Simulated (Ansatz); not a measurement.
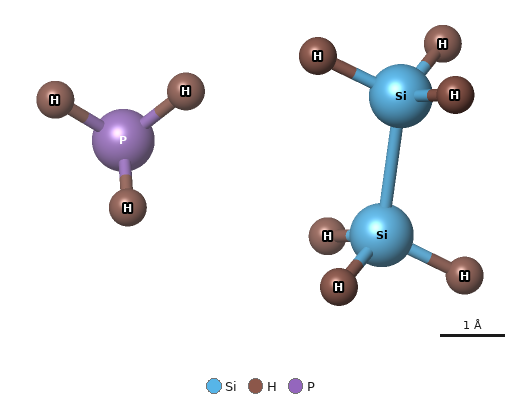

**Figure 1.** The starting structure (ball-and-stick view, seen at a tilt). Bond lengths as drawn: H–P 1.44 Å, H–Si 1.50 Å and Si–Si 2.35 Å.

**Nudged elastic band of Si2PH9**

Si2PH9, computed with RKS PBE/6-31G* (Ansatz 0.2.0).

One setting was made poor on purpose. It belongs to a series of runs on one base structure; here: band between the two ends.

Log:
```
Engine: ansatz 0.2.0, aarch64-unknown-linux-gnu
Functional definition: PBE
  parameter kappa = 0.804
  parameter beta = 0.06672455060314922
  exchange = pbe_x(kappa = kappa, mu = beta*pi^2/3)
  correlation = pbe_c(beta = beta)
1034 factors; their error is unknown
mean field evaluation 1: about -25173.8248 eV, gradient 1.6e1 eV
mean field evaluation 2: about -25174.5874 eV, gradient 1.2e1 eV
mean field evaluation 4: about -25175.0699 eV, gradient 4.9e-1 eV
mean field evaluation 8: about -25174.9909 eV, gradient 1.3e-2 eV
mean field -25174.99088377 eV, -925.1638507570 hartree, gradient 6.0e-5 eV, S^2 0.000000; 0 other end points of the search recorded, 0 dependent functions left out
the calculation of the forces begins
reference -25174.99092936 eV, -925.1638524322 hartree; 26, 26 occupied and 49, 49 virtual orbitals, 1034 factors
1034 factors; their error is unknown
mean field evaluation 16: about -25175.1387 eV, gradient 3.5e0 eV
mean field -25175.10436438 eV, -925.1680210922 hartree, gradient 5.8e-5 eV, S^2 0.000000; 0 other end points of the search recorded, 0 dependent functions left out
[... from here on the field's lines of each further geometry are left out, up to the last ...]
NEB iter   1: max|band force component| = 7.806e1 eV/Å  barrier→ = 26.1505 eV  barrier← = 26.2640 eV  Δτ_max = 0.2000 Å  (132 SCF iters)
NEB iter   2: max|band force component| = 3.127e1 eV/Å  barrier→ = 9.5550 eV  barrier← = 9.6684 eV  Δτ_max = 0.1970 Å  (84 SCF iters)
NEB iter   3: max|band force component| = 1.660e1 eV/Å  barrier→ = 4.3235 eV  barrier← = 4.4370 eV  Δτ_max = 0.1977 Å  (86 SCF iters)
NEB iter   4: max|band force component| = 7.963e0 eV/Å  barrier→ = 4.3153 eV  barrier← = 4.4288 eV  Δτ_max = 0.2000 Å  (81 SCF iters)
NEB iter   5: max|band force component| = 3.789e0 eV/Å  barrier→ = 4.1806 eV  barrier← = 4.2940 eV  Δτ_max = 0.2000 Å  (81 SCF iters)
NEB iter   6: max|band force component| = 2.026e0 eV/Å  barrier→ = 3.4275 eV  barrier← = 3.5409 eV  Δτ_max = 0.2000 Å  (81 SCF iters)
NEB iter   7: max|band force component| = 1.782e0 eV/Å  barrier→ = 2.6236 eV  barrier← = 2.7370 eV  Δτ_max = 0.2000 Å  (81 SCF iters)
NEB iter   8: max|band force component| = 1.369e0 eV/Å  barrier→ = 2.2348 eV  barrier← = 2.3483 eV  Δτ_max = 0.1975 Å  (77 SCF iters)
NEB iter   9: max|band force component| = 5.930e-1 eV/Å  barrier→ = 2.1642 eV  barrier← = 2.2777 eV  Δτ_max = 0.1892 Å  (78 SCF iters)
NEB iter  10: max|band force component| = 5.171e-1 eV/Å  barrier→ = 1.9410 eV  barrier← = 2.0545 eV  Δτ_max = 0.1969 Å  (77 SCF iters)
NEB iter  11: max|band force component| = 6.184e-1 eV/Å  barrier→ = 1.6032 eV  barrier← = 1.7167 eV  Δτ_max = 0.0999 Å  (74 SCF iters)
NEB iter  12: max|band force component| = 5.840e-1 eV/Å  barrier→ = 1.3630 eV  barrier← = 1.4765 eV  Δτ_max = 0.0997 Å  (73 SCF iters)
NEB iter  13: max|band force component| = 5.446e-1 eV/Å  barrier→ = 1.1378 eV  barrier← = 1.2513 eV  Δτ_max = 0.1993 Å  (75 SCF iters)
NEB iter  14: max|band force component| = 5.041e-1 eV/Å  barrier→ = 0.7926 eV  barrier← = 0.9061 eV  Δτ_max = 0.1993 Å  (73 SCF iters)
NEB iter  15: max|band force component| = 4.450e-1 eV/Å  barrier→ = 0.5684 eV  barrier← = 0.6819 eV  Δτ_max = 0.1982 Å  (73 SCF iters)
NEB iter  16: max|band force component| = 4.510e-1 eV/Å  barrier→ = 0.4237 eV  barrier← = 0.5372 eV  Δτ_max = 0.2000 Å  (72 SCF iters)
NEB iter  17: max|band force component| = 4.627e-1 eV/Å  barrier→ = 0.3936 eV  barrier← = 0.5071 eV  Δτ_max = 0.1008 Å  (71 SCF iters)
NEB iter  18: max|band force component| = 4.068e-1 eV/Å  barrier→ = 0.4136 eV  barrier← = 0.5271 eV  Δτ_max = 0.0990 Å  (73 SCF iters)
NEB iter  19: max|band force component| = 2.587e-1 eV/Å  barrier→ = 0.4315 eV  barrier← = 0.5449 eV  Δτ_max = 0.1985 Å  (73 SCF iters)
NEB iter  20: max|band force component| = 1.641e-1 eV/Å  barrier→ = 0.3746 eV  barrier← = 0.4881 eV  Δτ_max = 0.2000 Å  (74 SCF iters)
NEB iter  21: max|band force component| = 2.762e-1 eV/Å  barrier→ = 0.3307 eV  barrier← = 0.4441 eV  Δτ_max = 0.0997 Å  (74 SCF iters)
NEB iter  22: max|band force component| = 2.633e-1 eV/Å  barrier→ = 0.3151 eV  barrier← = 0.4286 eV  Δτ_max = 0.0995 Å  (73 SCF iters)
NEB iter  23: max|band force component| = 2.253e-1 eV/Å  barrier→ = 0.2834 eV  barrier← = 0.3969 eV  Δτ_max = 0.0990 Å  (75 SCF iters)
NEB iter  24: max|band force component| = 1.492e-1 eV/Å  barrier→ = 0.2608 eV  barrier← = 0.3743 eV  Δτ_max = 0.0996 Å  (74 SCF iters)
NEB iter  25: max|band force component| = 1.188e-1 eV/Å  barrier→ = 0.2368 eV  barrier← = 0.3503 eV  Δτ_max = 0.0992 Å  (74 SCF iters)
NEB iter  26: max|band force component| = 1.397e-1 eV/Å  barrier→ = 0.2129 eV  barrier← = 0.3264 eV  Δτ_max = 0.1000 Å  (74 SCF iters)
NEB iter  27: max|band force component| = 1.645e-1 eV/Å  barrier→ = 0.1884 eV  barrier← = 0.3019 eV  Δτ_max = 0.0998 Å  (73 SCF iters)
NEB iter  28: max|band force component| = 1.757e-1 eV/Å  barrier→ = 0.1421 eV  barrier← = 0.2556 eV  Δτ_max = 0.0501 Å  (73 SCF iters)
NEB iter  29: max|band force component| = 1.263e-1 eV/Å  barrier→ = 0.1252 eV  barrier← = 0.2387 eV  Δτ_max = 0.0500 Å  (74 SCF iters)
NEB iter  30: max|band force component| = 7.870e-2 eV/Å  barrier→ = 0.0994 eV  barrier← = 0.2129 eV  Δτ_max = 0.1001 Å  (73 SCF iters)
NEB iter  31: max|band force component| = 7.069e-2 eV/Å  barrier→ = 0.0812 eV  barrier← = 0.1947 eV  Δτ_max = 0.0723 Å  (73 SCF iters)
NEB iter  32: max|band force component| = 8.007e-2 eV/Å  barrier→ = 0.0677 eV  barrier← = 0.1812 eV  Δτ_max = 0.0361 Å  (74 SCF iters)
NEB iter  33: max|band force component| = 6.264e-2 eV/Å  barrier→ = 0.0615 eV  barrier← = 0.1750 eV  Δτ_max = 0.0362 Å  (75 SCF iters)
NEB iter  34: max|band force component| = 5.957e-2 eV/Å  barrier→ = 0.0577 eV  barrier← = 0.1712 eV  Δτ_max = 0.0362 Å  (74 SCF iters)
the calculation of the forces begins
reference -25175.10351898 eV, -925.1679900244 hartree; 26, 26 occupied and 49, 49 virtual orbitals, 1034 factors
1034 factors; their error is unknown
mean field -25174.93963381 eV, -925.1619673554 hartree, gradient 1.8e-5 eV, S^2 0.000000; 1 other end points of the search recorded, 0 dependent functions left out
the calculation of the forces begins
reference -25174.93967686 eV, -925.1619689377 hartree; 26, 26 occupied and 49, 49 virtual orbitals, 1034 factors
NEB iter  35: max|band force component| = 4.541e-2 eV/Å  barrier→ = 0.0512 eV  barrier← = 0.1647 eV  Δτ_max = 0.0000 Å  (145 SCF iters)
```

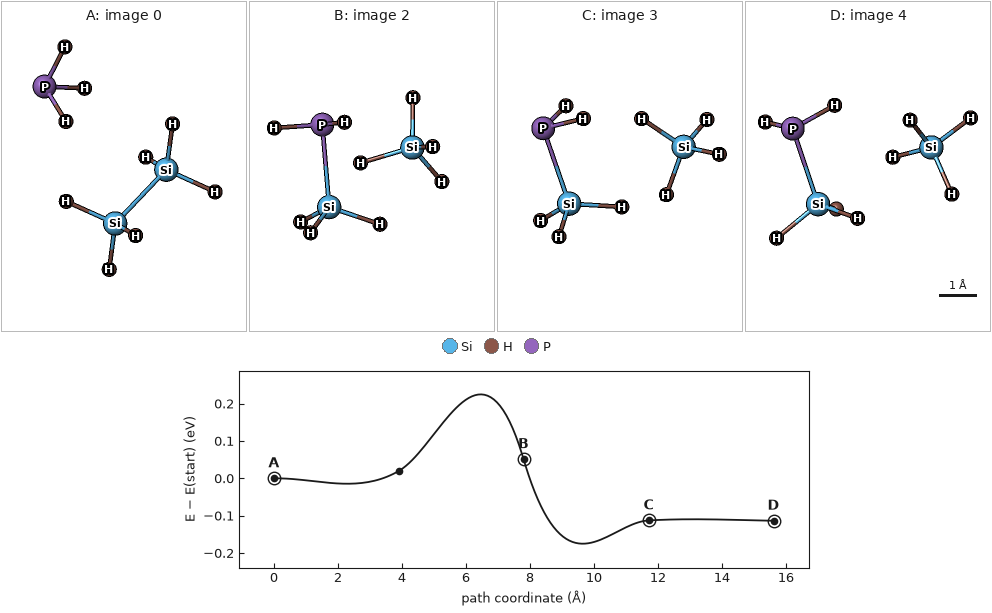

**Figure 2.** Images of the last band (counted from 0; ball-and-stick, seen at a tilt) above the energy along the path; the line is a cubic interpolation that uses the forces. The highest image is number 2, 0.051 eV above the start and 0.165 eV above the end; the end lies 0.113 eV below the start. The path is 15.61 Å long. The band converged in 35 iterations.

```
Total energy: -25174.93967686 eV, -925.1619689377 hartree
Atom 0 at    -0.602340    -0.308321    -0.316365 Å, force    -0.105885    -0.077554    -0.029866 eV/Å
Atom 1 at     0.010053     0.623435     3.146767 Å, force    -0.058056     0.063951     0.042475 eV/Å
Atom 2 at    -0.919603     0.961103     4.263445 Å, force     0.031041     0.022051     0.179676 eV/Å
Atom 3 at     0.100444    -0.866617     3.006249 Å, force    -0.026376     0.034759    -0.007057 eV/Å
Atom 4 at     1.386862     1.164450     3.398058 Å, force    -0.033790     0.031439     0.021626 eV/Å
Atom 5 at     0.684557    -0.621715     0.393219 Å, force    -0.144536    -0.051898     0.058857 eV/Å
Atom 6 at    -0.576981     1.155311    -0.645800 Å, force    -0.062452    -0.033063    -0.042675 eV/Å
Atom 7 at    -0.604423    -1.108912    -1.578690 Å, force    -0.008972    -0.016979    -0.164763 eV/Å
Atom 8 at    -2.491156    -0.722918     0.943054 Å, force     0.134892    -0.011432    -0.087068 eV/Å
Atom 9 at    -3.356682    -0.663581    -0.206109 Å, force     0.021875    -0.046819     0.010234 eV/Å
Atom 10 at    -2.382283    -2.156612     0.896182 Å, force     0.018954     0.017767    -0.084845 eV/Å
Atom 11 at    -0.579048     1.232276     1.908989 Å, force     0.233305     0.067776     0.103405 eV/Å
Dipole moment:     0.010498    -0.097666    -0.126200 e Å
this run last wrote the band of iteration 35 to [file]
```

The last band as extended XYZ (Å, eV, eV/Å):
```
12
Properties=species:S:1:pos:R:3:forces:R:3 image=0 energy=-25174.99088
Si    0.6259   -0.1393    0.1571   -0.0224  -0.0075   0.0182
Si    0.7971   -0.0449    2.4983    0.0266   0.0233  -0.0038
H    -0.4487   -0.5753    3.1484   -0.0051  -0.0004  -0.0088
H     1.9612   -0.8653    2.9737   -0.0007   0.0020   0.0081
H     0.9977    1.3725    2.9524    0.0005  -0.0094   0.0098
H     1.8746    0.3794   -0.4938    0.0089   0.0019   0.0044
H    -0.5330    0.6879   -0.3185   -0.0068   0.0031  -0.0104
H     0.4106   -1.5555   -0.2909   -0.0026  -0.0115  -0.0181
P    -3.9046    0.3579    0.8640    0.0038   0.0031  -0.0014
H    -3.4025   -0.8073    0.1915    0.0003  -0.0014  -0.0001
H    -4.8233   -0.4144    1.6528   -0.0042  -0.0022   0.0001
H    -2.8856    0.2923    1.8741    0.0018  -0.0011   0.0019
12
Properties=species:S:1:pos:R:3:forces:R:3 image=1 energy=-25174.97112
Si    0.3809    0.0580    0.2133    0.0213   0.0094   0.0072
Si    0.4134    0.2438    2.5629    0.0132  -0.0134  -0.0092
H    -0.7895    0.9679    3.0946   -0.0004  -0.0025  -0.0222
H     0.4496   -1.1186    3.1931    0.0108  -0.0035   0.0039
H     1.6351    0.9985    3.0022    0.0047  -0.0020  -0.0075
H     1.7710   -0.2218   -0.2796    0.0201   0.0106  -0.0127
H    -0.0975    1.3327   -0.4204    0.0101   0.0032   0.0071
H    -0.5050   -1.0577   -0.2579    0.0044   0.0025   0.0303
P    -3.6737   -0.6138    1.3002   -0.0361  -0.0033   0.0083
H    -3.5281   -0.6537   -0.1277    0.0030   0.0000  -0.0029
H    -2.7082   -1.6607    1.4896   -0.0131   0.0075   0.0041
H    -2.6787    0.4136    1.4387   -0.0380  -0.0084  -0.0064
12
Properties=species:S:1:pos:R:3:forces:R:3 image=2 energy=-25174.93963
Si   -0.6023   -0.3083   -0.3164   -0.1059  -0.0776  -0.0299
Si    0.0101    0.6234    3.1468   -0.0581   0.0640   0.0425
H    -0.9196    0.9611    4.2634    0.0310   0.0221   0.1797
H     0.1004   -0.8666    3.0062   -0.0264   0.0348  -0.0071
H     1.3869    1.1644    3.3981   -0.0338   0.0314   0.0216
H     0.6846   -0.6217    0.3932   -0.1445  -0.0519   0.0589
H    -0.5770    1.1553   -0.6458   -0.0625  -0.0331  -0.0427
H    -0.6044   -1.1089   -1.5787   -0.0090  -0.0170  -0.1648
P    -2.4912   -0.7229    0.9431    0.1349  -0.0114  -0.0871
H    -3.3567   -0.6636   -0.2061    0.0219  -0.0468   0.0102
H    -2.3823   -2.1566    0.8962    0.0190   0.0178  -0.0848
H    -0.5790    1.2323    1.9090    0.2333   0.0678   0.1034
12
Properties=species:S:1:pos:R:3:forces:R:3 image=3 energy=-25175.10347
Si   -0.8249   -0.0836   -0.8315    0.0017  -0.0086  -0.0045
Si    0.2714    0.1922    3.6926    0.0009  -0.0008   0.0018
H     0.2554    0.5786    5.1403   -0.0038  -0.0007  -0.0033
H     0.7057   -1.2355    3.5607    0.0011   0.0016  -0.0028
H     1.2228    1.0789    2.9493   -0.0012  -0.0020  -0.0024
H     0.0978   -0.6696    0.1993   -0.0028   0.0040  -0.0010
H    -0.5834    1.3946   -0.9060   -0.0013   0.0005   0.0009
H    -0.4958   -0.6883   -2.1640    0.0025   0.0002   0.0042
P    -3.0417   -0.4223   -0.4227    0.0081   0.0178   0.0165
H    -2.8765   -1.8083   -0.0792    0.0001  -0.0025   0.0016
H    -2.9550    0.0040    0.9485   -0.0051  -0.0113  -0.0089
H    -1.1064    0.3472    3.1217    0.0000   0.0019  -0.0022
12
Properties=species:S:1:pos:R:3:forces:R:3 image=4 energy=-25175.10436
Si   -0.8884   -0.1092   -0.7828   -0.0020  -0.0012   0.0000
Si    0.3845   -0.1842    3.5675   -0.0004   0.0000  -0.0003
H     0.4914   -0.5200    5.0238    0.0000  -0.0003  -0.0004
H     1.5557   -0.7601    2.8326    0.0008  -0.0006   0.0003
H     0.3655    1.3039    3.3962   -0.0001   0.0006   0.0004
H    -0.0763    0.6382    0.2361    0.0008   0.0013   0.0014
H    -0.7892    0.6133   -2.0932   -0.0003  -0.0002  -0.0009
H    -0.3037   -1.4803   -0.9478   -0.0004   0.0005   0.0001
P    -3.0947   -0.3356   -0.2576    0.0017  -0.0043  -0.0004
H    -2.8361   -0.7550    1.0932    0.0001   0.0021  -0.0012
H    -3.2551    1.0412    0.1234   -0.0002   0.0025   0.0008
H    -0.8842   -0.7641    3.0176   -0.0002  -0.0005   0.0001
```

This output came from the following input.

Input file:
```yaml
crystal:
  periodic: [false, false, false]
  atoms:
    - { symbol: Si, position_ang: [0.625862, -0.139333, 0.157149] }
    - { symbol: Si, position_ang: [0.797126, -0.044893, 2.498253] }
    - { symbol: H, position_ang: [-0.448656, -0.575283, 3.148379] }
    - { symbol: H, position_ang: [1.96124, -0.865337, 2.973683] }
    - { symbol: H, position_ang: [0.997731, 1.372454, 2.952417] }
    - { symbol: H, position_ang: [1.874614, 0.379407, -0.493795] }
    - { symbol: H, position_ang: [-0.533023, 0.687892, -0.318547] }
    - { symbol: H, position_ang: [0.410559, -1.555453, -0.290881] }
    - { symbol: P, position_ang: [-3.904616, 0.357892, 0.864029] }
    - { symbol: H, position_ang: [-3.402522, -0.807329, 0.19148] }
    - { symbol: H, position_ang: [-4.823336, -0.414435, 1.652766] }
    - { symbol: H, position_ang: [-2.885579, 0.292319, 1.874066] }
basis:
  gaussian: { orbitals: "6-31G*" }
hamiltonian:
  xc: pbe
neb:
  order_check: false
  images: 3
  f_tol: 0.05
  max_iterations: 60
  climbing: false
  final_atoms:
    - { symbol: Si, position_ang: [-0.88835954, -0.10923599, -0.7828067] }
    - { symbol: Si, position_ang: [0.38446399, -0.18418469, 3.56749234] }
    - { symbol: H, position_ang: [0.49135287, -0.52002365, 5.0238082] }
    - { symbol: H, position_ang: [1.55567086, -0.76013584, 2.83262862] }
    - { symbol: H, position_ang: [0.36554776, 1.30386789, 3.39621979] }
    - { symbol: H, position_ang: [-0.07627277, 0.63816882, 0.23607255] }
    - { symbol: H, position_ang: [-0.78920611, 0.61334323, -2.09317929] }
    - { symbol: H, position_ang: [-0.30367304, -1.48026166, -0.94778157] }
    - { symbol: P, position_ang: [-3.09471836, -0.33562838, -0.25763183] }
    - { symbol: H, position_ang: [-2.83609834, -0.7550427, 1.09315859] }
    - { symbol: H, position_ang: [-3.25508772, 1.04115421, 0.12342535] }
    - { symbol: H, position_ang: [-0.8842196, -0.76412024, 3.01759296] }
  initial_path:
    images:
      - { positions_ang: [[0.625862, -0.139333, 0.157149], [0.797126, -0.044893, 2.498253], [-0.448656, -0.575283, 3.148379], [1.96124, -0.865337, 2.973683], [0.997731, 1.372454, 2.952417], [1.874614, 0.379407, -0.493795], [-0.533023, 0.687892, -0.318547], [0.410559, -1.555453, -0.290881], [-3.904616, 0.357892, 0.864029], [-3.402522, -0.807329, 0.19148], [-4.823336, -0.414435, 1.652766], [-2.885579, 0.292319, 1.874066]] }
      - { positions_ang: [[0.31873446, -0.09023356, 0.08072446], [0.39267322, -0.0019016, 2.5355654], [-0.89000547, -0.46209849, 3.10469836], [1.47683705, -0.87208053, 3.03641082], [0.64400371, 1.38512133, 2.98614246], [1.6336938, 0.16089059, -0.48143052], [-0.60175264, 0.91123002, -0.42228126], [-0.13111932, -1.40123229, -0.37033989], [-3.12676328, 0.17168879, 0.81420881], [-3.25567542, -0.86593468, 0.08716809], [-3.61738743, -0.40609832, 1.89150147], [-2.17383868, 0.15854975, 1.9466308]] }
      - { positions_ang: [[0.01160692, -0.04113412, 0.00429992], [-0.01177956, 0.04108979, 2.5728778], [-1.33135493, -0.34891398, 3.06101772], [0.99243409, -0.87882405, 3.09913863], [0.29027643, 1.39778866, 3.01986792], [1.39277359, -0.05762582, -0.46906605], [-0.67048228, 1.13456803, -0.52601552], [-0.67279763, -1.24701159, -0.44979877], [-2.34891056, -0.01451443, 0.76438862], [-3.10882884, -0.92454036, -0.01714382], [-2.41143887, -0.39776164, 2.13023694], [-1.46209836, 0.02478051, 2.0191956]] }
      - { positions_ang: [[-0.43837631, -0.07518505, -0.38925339], [0.18634222, -0.07154745, 3.07018507], [-0.42000103, -0.43446882, 4.04241296], [1.27405248, -0.81947995, 2.96588363], [0.32791209, 1.35082827, 3.20804386], [0.65825041, 0.2902715, -0.11649675], [-0.72984419, 0.87395563, -1.3095974], [-0.48823534, -1.36363663, -0.69879017], [-2.72181446, -0.1750714, 0.2533784], [-2.97246359, -0.83979153, 0.53800738], [-2.83326329, 0.32169629, 1.12683115], [-1.17315898, -0.36966987, 2.51839428]] }
      - { positions_ang: [[-0.88835954, -0.10923599, -0.7828067], [0.38446399, -0.18418469, 3.56749234], [0.49135287, -0.52002365, 5.0238082], [1.55567086, -0.76013584, 2.83262862], [0.36554776, 1.30386789, 3.39621979], [-0.07627277, 0.63816882, 0.23607255], [-0.78920611, 0.61334323, -2.09317929], [-0.30367304, -1.48026166, -0.94778157], [-3.09471836, -0.33562838, -0.25763183], [-2.83609834, -0.7550427, 1.09315859], [-3.25508772, 1.04115421, 0.12342535], [-0.8842196, -0.76412024, 3.01759296]] }
```

Command:
```bash
ansatz run input.yaml --threads 1 --pin off --max-ram 2048MiB --backend cpu --events-out ev --progress --plain --runs-dir out
```

Results in brief:

| quantity | value |
| --- | --- |
| outcome | converged |
| barrier, forward | 0.051 eV |
| barrier, backward | 0.165 eV |
| hardware | 1 thread of Arm Neoverse V2, 24 GiB of memory available, shared host |
| wall time | 4.3 min |
| peak memory | 0.13 GiB |

Remarks:

A deliberately poor setting: few images. The order of the saddle point was not checked.
